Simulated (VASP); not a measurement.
Energy against volume of GaAs (zinc blende). Calculation: MS2 meta-GGA, VASP's PBE PAW potentials (set 64) (plane waves; VASP).

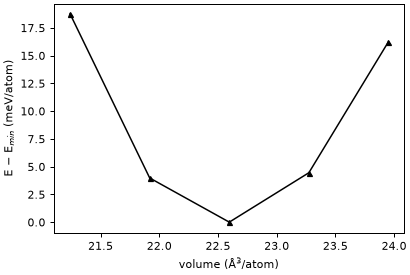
Figure: Energy against volume

Question: Estimate the equilibrium volume and the bulk modulus.

Answer: The minimum lies near 22.6 Å³/atom, and the curvature gives B0 of about 69 GPa.

Measured: bulk modulus 76.7 GPa at 0 K (computed value off by -10.0 %), as given by Daniel Mejia-Rodriguez et al., Physical Review B (2018), arXiv:1807.09216 [0 K value with the zero-point phonon effect removed]; a 5.640 Å at 0 K (computed value off by +0.2 %), as given by Daniel Mejia-Rodriguez et al., Physical Review B (2018), arXiv:1807.09216 [static lattice: zero-point anharmonic expansion removed].

The compound is GaAs in the zinc blende structure. It was relaxed first.
